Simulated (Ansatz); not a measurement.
## Geometry relaxation of CH$_{7}$ClSi

CH$_{7}$ClSi, computed with RKS PBE0-D4/def2-SVP (Ansatz 0.2.0).

The input holds or restrains some coordinates. Figures and captions count atoms from 1; the log counts them from 0 in places.

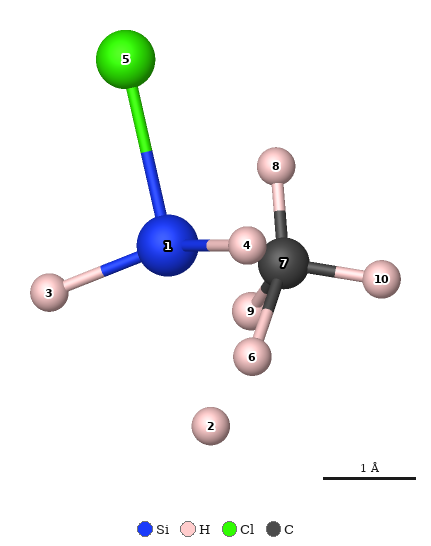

The structure as given in the input (ball-and-stick view, seen at a tilt; atoms are numbered from 1 in the order of the input). Bond lengths as drawn: Cl–Si 2.08 Å, C–H 1.09 to 1.34 Å and H–Si 1.44 Å.

## Results in brief

| quantity | value |
| --- | --- |
| outcome | converged under the restraints of the input |
| total energy | −21533.3457 eV |
| mean-field energy | −21533.1775 eV |
| dispersion energy | −0.1682 eV |
| SCF solution under orbital rotations | stable |
| largest force (length of the vector) at the end, held atoms and coordinates included | 2.801 eV/Å |
| dipole moment | 2.11 D |
| hardware | 4 threads of Arm Neoverse V2, 23 GiB of memory available, shared host |
| wall time | 6.5 s (CPU time 20 s) |
| peak memory | 0.16 GiB |

## Input file
```yaml
crystal:
  periodic: [false, false, false]
  atoms:
    - {symbol: Si, position_ang: [-0.846800, 0.579200, -0.068700]}
    - {symbol: H, position_ang: [-1.246600, -1.296800, -0.708700]}
    - {symbol: H, position_ang: [-0.975700, 0.870900, -1.475500]}
    - {symbol: H, position_ang: [-1.666300, 0.160300, 1.042200]}
    - {symbol: Cl, position_ang: [-0.392000, 2.494300, 0.596200]}
    - {symbol: H, position_ang: [-0.104600, -0.998600, -0.311600]}
    - {symbol: C, position_ang: [1.011400, -0.419300, 0.159500]}
    - {symbol: H, position_ang: [1.499100, 0.474100, 0.539500]}
    - {symbol: H, position_ang: [1.589000, -0.702000, -0.718700]}
    - {symbol: H, position_ang: [1.132600, -1.162100, 0.945600]}
basis:
  gaussian: {orbitals: def2-SVP}
hamiltonian: {xc: pbe0, dispersion: d4}
relax: {f_tol: 0.04, max_steps: 150, escape_saddle: false, constraints: [{distance: [0, 6]}, {distance: [1, 5]}, {distance: [0, 1]}, {distance: [5, 6]}]}
```

Command:
```bash
ansatz run in.yaml --threads 4 --pin off --events-out ev --progress --plain --max-ram 9574MiB
```

## What the program printed
```
Functional definition: PBE0
  name "PBE0"
  cite "Adamo & Barone, J. Chem. Phys. 110, 6158 (1999) doi:10.1063/1.478522"
  cite "Perdew, Burke & Ernzerhof, Phys. Rev. Lett. 77, 3865 (1996) doi:10.1103/PhysRevLett.77.3865"
  parent pbe
  parameter a = 0.25
  parameter kappa = 0.804
  parameter beta = 0.06672455060314922
  exchange = (1 - a)*pbe_x(kappa = kappa, mu = beta*pi^2/3) + a*exact_x
  correlation = pbe_c(beta = beta)
895 factors; integrals over basis functions are off by at most 5.2e-4 eV
mean field evaluation 1: about -21529.7940 eV, gradient 3.7e1 eV
mean field evaluation 2: about -21528.5040 eV, gradient 4.1e1 eV
mean field evaluation 4: about -21533.0570 eV, gradient 8.8e-1 eV
mean field evaluation 8: about -21533.0687 eV, gradient 9.9e-3 eV
mean field -21533.06872928 eV, -791.3256801628 hartree, gradient 1.6e-5 eV, S^2 0.000000; 0 other end points of the search recorded, 0 dependent functions left out
the calculation of the forces begins
reference -21533.06875432 eV, -791.3256810831 hartree; 22, 22 occupied and 63, 63 virtual orbitals, 895 factors
relax step   1: F+E_penalty+E_count = -21533.23786340 eV  Δ(F+E_penalty+E_count) = +0.000e0 eV  max|allowed force component| = 8.907e-1 eV/Å  Δτ_max = 0.0000 Å  (24 SCF iters, accepted)
  distance Si 0 - C 6 held at 2.121788 Å   reaction = +1.3863e0 eV/Å
  distance H 1 - H 5 held at 1.245301 Å   reaction = +1.2835e0 eV/Å
  distance Si 0 - H 1 held at 2.022082 Å   reaction = +5.8574e-1 eV/Å
  distance H 5 - C 6 held at 1.342751 Å   reaction = -1.1110e0 eV/Å
these checks for a lower state are left out or cut short: starts, cluster_reference, orbital_swaps, neighbouring_geometries, increment
895 factors; integrals over basis functions are off by at most 6.2e-4 eV
mean field evaluation 16: about -21533.0893 eV, gradient 5.2e0 eV
mean field -21533.15448807 eV, -791.3288317403 hartree, gradient 1.1e-5 eV, S^2 0.000000; 0 other end points of the search recorded, 0 dependent functions left out
the calculation of the forces begins
reference -21533.15451330 eV, -791.3288326672 hartree; 22, 22 occupied and 63, 63 virtual orbitals, 895 factors
relax step   2: F+E_penalty+E_count = -21533.32244826 eV  Δ(F+E_penalty+E_count) = -8.458e-2 eV  max|allowed force component| = 1.868e-1 eV/Å  Δτ_max = 0.1043 Å  (27 SCF iters, accepted)
  distance Si 0 - C 6 held at 2.121788 Å   reaction = +1.1348e0 eV/Å
  distance H 1 - H 5 held at 1.245301 Å   reaction = +1.5149e0 eV/Å
  distance Si 0 - H 1 held at 2.022082 Å   reaction = +3.3547e-1 eV/Å
  distance H 5 - C 6 held at 1.342751 Å   reaction = -1.2233e0 eV/Å
these checks for a lower state are left out or cut short: starts, cluster_reference, orbital_swaps, neighbouring_geometries, increment
895 factors; integrals over basis functions are off by at most 5.9e-4 eV
mean field -21533.17383145 eV, -791.3295425964 hartree, gradient 4.1e-5 eV, S^2 0.000000; 0 other end points of the search recorded, 0 dependent functions left out
the calculation of the forces begins
reference -21533.17385665 eV, -791.3295435223 hartree; 22, 22 occupied and 63, 63 virtual orbitals, 895 factors
relax step   3: F+E_penalty+E_count = -21533.34168963 eV  Δ(F+E_penalty+E_count) = -1.924e-2 eV  max|allowed force component| = 5.816e-2 eV/Å  Δτ_max = 0.0509 Å  (25 SCF iters, accepted)
  distance Si 0 - C 6 held at 2.121788 Å   reaction = +1.0544e0 eV/Å
  distance H 1 - H 5 held at 1.245301 Å   reaction = +1.5303e0 eV/Å
  distance Si 0 - H 1 held at 2.022082 Å   reaction = +3.4371e-1 eV/Å
  distance H 5 - C 6 held at 1.342751 Å   reaction = -1.2391e0 eV/Å
these checks for a lower state are left out or cut short: starts, cluster_reference, orbital_swaps, neighbouring_geometries, increment
895 factors; integrals over basis functions are off by at most 5.8e-4 eV
mean field evaluation 32: about -21533.1765 eV, gradient 4.1e-5 eV
mean field -21533.17651907 eV, -791.3296413645 hartree, gradient 4.1e-5 eV, S^2 0.000000; 0 other end points of the search recorded, 0 dependent functions left out
the calculation of the forces begins
reference -21533.17654425 eV, -791.3296422899 hartree; 22, 22 occupied and 63, 63 virtual orbitals, 895 factors
relax step   4: F+E_penalty+E_count = -21533.34457777 eV  Δ(F+E_penalty+E_count) = -2.888e-3 eV  max|allowed force component| = 4.189e-2 eV/Å  Δτ_max = 0.0211 Å  (25 SCF iters, accepted)
  distance Si 0 - C 6 held at 2.121788 Å   reaction = +1.0477e0 eV/Å
  distance H 1 - H 5 held at 1.245301 Å   reaction = +1.5709e0 eV/Å
  distance Si 0 - H 1 held at 2.022082 Å   reaction = +3.0764e-1 eV/Å
  distance H 5 - C 6 held at 1.342751 Å   reaction = -1.2261e0 eV/Å
these checks for a lower state are left out or cut short: starts, cluster_reference, orbital_swaps, neighbouring_geometries, increment
895 factors; integrals over basis functions are off by at most 5.7e-4 eV
mean field -21533.17685525 eV, -791.3296537190 hartree, gradient 4.2e-5 eV, S^2 0.000000; 0 other end points of the search recorded, 0 dependent functions left out
the calculation of the forces begins
reference -21533.17688043 eV, -791.3296546443 hartree; 22, 22 occupied and 63, 63 virtual orbitals, 895 factors
relax step   5: F+E_penalty+E_count = -21533.34509148 eV  Δ(F+E_penalty+E_count) = -5.137e-4 eV  max|allowed force component| = 4.152e-2 eV/Å  Δτ_max = 0.0252 Å  (25 SCF iters, accepted)
  distance Si 0 - C 6 held at 2.121788 Å   reaction = +1.0378e0 eV/Å
  distance H 1 - H 5 held at 1.245301 Å   reaction = +1.6070e0 eV/Å
  distance Si 0 - H 1 held at 2.022082 Å   reaction = +2.7826e-1 eV/Å
  distance H 5 - C 6 held at 1.342751 Å   reaction = -1.2061e0 eV/Å
these checks for a lower state are left out or cut short: starts, cluster_reference, orbital_swaps, neighbouring_geometries, increment
895 factors; integrals over basis functions are off by at most 5.7e-4 eV
mean field -21533.17747143 eV, -791.3296763631 hartree, gradient 2.5e-5 eV, S^2 0.000000; 0 other end points of the search recorded, 0 dependent functions left out
the calculation of the forces begins
reference -21533.17749661 eV, -791.3296772885 hartree; 22, 22 occupied and 63, 63 virtual orbitals, 895 factors
relax step   6: F+E_penalty+E_count = -21533.34566460 eV  Δ(F+E_penalty+E_count) = -5.731e-4 eV  max|allowed force component| = 8.275e-3 eV/Å  Δτ_max = 0.0131 Å  (21 SCF iters, accepted)
```

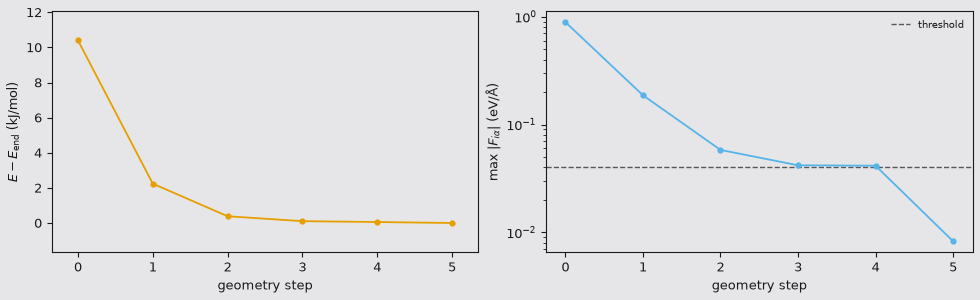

Progress of the restrained relaxation, step by step (the first geometry is step 0 here and step 1 in the log).

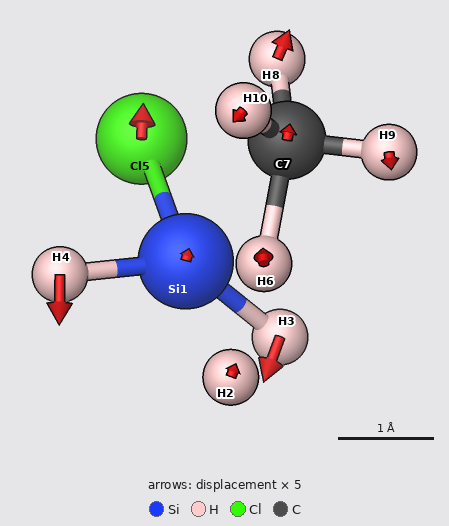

The starting structure with the displacements as red arrows, magnified 5 times (ball-and-stick view, seen at a tilt). The two geometries are laid on each other by the best rigid fit. The largest moves after the best rigid fit, 0.11 Å, are those of H3 and H4. Largest moves by element: H 0.11 Å, Cl 0.08 Å, C 0.04 Å, Si 0.03 Å. Among the contacts that change: Si1–Cl5 2.078 → 2.127 Å, Si1–H3 1.442 → 1.476 Å, C7–H10 1.088 → 1.100 Å. Among the angles that change: H3–Si1–H4 139.4° → 129.3°, H3–Si1–Cl5 98.4° → 102.0°, H6–C7–H9 92.6° → 89.2°. After 5 geometry steps the energy has fallen by 10.4 kJ/mol. Largest force component: 0.89 eV/Å at the start, 0.0083 eV/Å at the end. (Atoms are counted from 1 in the order of the input.)

```
  distance Si 0 - C 6 held at 2.121788 Å   reaction = +1.0324e0 eV/Å
  distance H 1 - H 5 held at 1.245301 Å   reaction = +1.6095e0 eV/Å
  distance Si 0 - H 1 held at 2.022082 Å   reaction = +2.8417e-1 eV/Å
  distance H 5 - C 6 held at 1.342751 Å   reaction = -1.2004e0 eV/Å
895 factors; integrals over basis functions are off by at most 5.7e-4 eV
mean field -21533.17747143 eV, -791.3296763631 hartree, gradient 2.5e-5 eV, S^2 0.000000; 1 other end points of the search recorded, 0 dependent functions left out
the calculation of the forces begins
reference -21533.17749661 eV, -791.3296772885 hartree; 22, 22 occupied and 63, 63 virtual orbitals, 895 factors
Total energy: -21533.34568978 eV, -791.3358582735 hartree
Atom 0 at    -0.820443     0.586008    -0.059053 Å, force     0.844749    -0.744648     0.021602 eV/Å
Atom 1 at    -1.214900    -1.290523    -0.700809 Å, force     1.517801     0.686258     0.611975 eV/Å
Atom 2 at    -1.068355     0.819560    -1.495025 Å, force     0.002779     0.001253    -0.000159 eV/Å
Atom 3 at    -1.750055     0.114906     0.985890 Å, force     0.001814    -0.000482     0.000515 eV/Å
Atom 4 at    -0.335898     2.539222     0.629179 Å, force     0.004461     0.003553     0.002586 eV/Å
Atom 5 at    -0.083315    -0.961989    -0.297874 Å, force    -2.466584    -0.933300    -0.943666 eV/Å
Atom 6 at     1.042757    -0.402255     0.172910 Å, force     0.096209     0.985876     0.306401 eV/Å
Atom 7 at     1.564166     0.492120     0.553740 Å, force    -0.001425     0.002492     0.000254 eV/Å
Atom 8 at     1.564411    -0.721137    -0.741836 Å, force     0.000875    -0.000913    -0.000226 eV/Å
Atom 9 at     1.101732    -1.175912     0.952679 Å, force    -0.000679    -0.000088     0.000720 eV/Å
Dipole moment:     0.286374    -0.333093    -0.016590 e Å
```

## Trajectory as extended XYZ (Å, eV, eV/Å), 6 frames, from step=1 to step=6
```
10
Properties=species:S:1:pos:R:3:forces:R:3 step=1 energy=-21533.23786
Si   -0.8468    0.5792   -0.0687    1.3939  -1.3853  -0.0087
H    -1.2466   -1.2968   -0.7087    1.3078   0.7395   0.5686
H    -0.9757    0.8709   -1.4755   -0.2332  -0.1186  -0.7215
H    -1.6663    0.1603    1.0422   -0.5278  -0.4238   0.3564
Cl   -0.3920    2.4943    0.5962    0.2190   0.8907   0.3127
H    -0.1046   -0.9986   -0.3116   -2.1971  -0.5576  -0.7598
C     1.0114   -0.4193    0.1595   -0.0646   0.7988   0.2064
H     1.4991    0.4741    0.5395    0.1787   0.5803   0.2090
H     1.5890   -0.7020   -0.7187    0.0578  -0.1637  -0.4358
H     1.1326   -1.1621    0.9456   -0.1346  -0.3605   0.2727
10
Properties=species:S:1:pos:R:3:forces:R:3 step=2 energy=-21533.32245
Si   -0.8218    0.6102   -0.0536    0.9857  -0.9248   0.0164
H    -1.2499   -1.2583   -0.6971    1.5395   0.6150   0.5900
H    -0.9990    0.7754   -1.5068   -0.1032   0.1868   0.0026
H    -1.6887    0.0651    1.0058   -0.1119   0.1799   0.0392
Cl   -0.3675    2.5740    0.6261   -0.0485  -0.0904  -0.0394
H    -0.1110   -0.9490   -0.2994   -2.3248  -0.9851  -0.9130
C     1.0264   -0.4084    0.1665    0.1192   0.9715   0.3053
H     1.5437    0.4824    0.5537    0.0460   0.1183   0.0453
H     1.5652   -0.7127   -0.7415   -0.0405  -0.0246  -0.0622
H     1.1027   -1.1788    0.9460   -0.0616  -0.0466   0.0158
10
Properties=species:S:1:pos:R:3:forces:R:3 step=3 energy=-21533.34169
Si   -0.8179    0.5939   -0.0565    0.8266  -0.8401  -0.0131
H    -1.2303   -1.2780   -0.7005    1.5058   0.6571   0.6070
H    -1.0280    0.8161   -1.5026   -0.0350   0.0057   0.0569
H    -1.7174    0.1068    1.0105   -0.0041   0.0349  -0.0582
Cl   -0.3722    2.5593    0.6207    0.0354  -0.0233   0.0038
H    -0.0931   -0.9677   -0.2989   -2.4214  -0.8697  -0.9165
C     1.0366   -0.4123    0.1683    0.1276   1.0555   0.3340
H     1.5500    0.4855    0.5553    0.0104  -0.0158  -0.0009
H     1.5679   -0.7186   -0.7452   -0.0257  -0.0044   0.0018
H     1.1045   -1.1850    0.9485   -0.0196   0.0001  -0.0149
10
Properties=species:S:1:pos:R:3:forces:R:3 step=4 energy=-21533.34458
Si   -0.8201    0.5881   -0.0599    0.8436  -0.7763   0.0234
H    -1.2225   -1.2892   -0.6945    1.5155   0.6917   0.5878
H    -1.0464    0.8217   -1.5010   -0.0237  -0.0201   0.0331
H    -1.7336    0.1140    1.0000   -0.0007   0.0095  -0.0419
Cl   -0.3547    2.5476    0.6220    0.0232   0.0018   0.0054
H    -0.0870   -0.9652   -0.2988   -2.4527  -0.9047  -0.9122
C     1.0400   -0.4063    0.1706    0.1140   1.0337   0.3223
H     1.5590    0.4874    0.5606   -0.0190  -0.0284  -0.0149
H     1.5651   -0.7142   -0.7461   -0.0019  -0.0074   0.0107
H     1.1003   -1.1839    0.9468    0.0017   0.0002  -0.0139
10
Properties=species:S:1:pos:R:3:forces:R:3 step=5 energy=-21533.34509
Si   -0.8226    0.5837   -0.0577    0.8732  -0.7208  -0.0072
H    -1.2101   -1.2896   -0.7130    1.4943   0.6761   0.6758
H    -1.0702    0.8168   -1.4942   -0.0001   0.0037   0.0101
H    -1.7502    0.1192    0.9925    0.0003  -0.0171  -0.0165
Cl   -0.3326    2.5383    0.6251   -0.0042   0.0018   0.0073
H    -0.0843   -0.9648   -0.2913   -2.4565  -0.9124  -0.9846
C     1.0424   -0.4014    0.1737    0.0999   0.9893   0.3153
H     1.5644    0.4927    0.5568   -0.0209  -0.0213  -0.0061
H     1.5616   -0.7177   -0.7434    0.0008  -0.0008   0.0073
H     1.1017   -1.1774    0.9514    0.0133   0.0015  -0.0016
10
Properties=species:S:1:pos:R:3:forces:R:3 step=6 energy=-21533.34567
Si   -0.8204    0.5860   -0.0591    0.8447  -0.7446   0.0216
H    -1.2149   -1.2905   -0.7008    1.5178   0.6863   0.6120
H    -1.0684    0.8196   -1.4950    0.0028   0.0013  -0.0002
H    -1.7501    0.1149    0.9859    0.0018  -0.0005   0.0005
Cl   -0.3359    2.5392    0.6292    0.0045   0.0036   0.0026
H    -0.0833   -0.9620   -0.2979   -2.4666  -0.9333  -0.9437
C     1.0428   -0.4023    0.1729    0.0962   0.9859   0.3064
H     1.5642    0.4921    0.5537   -0.0014   0.0025   0.0003
H     1.5644   -0.7211   -0.7418    0.0009  -0.0009  -0.0002
H     1.1017   -1.1759    0.9527   -0.0007  -0.0001   0.0007
```
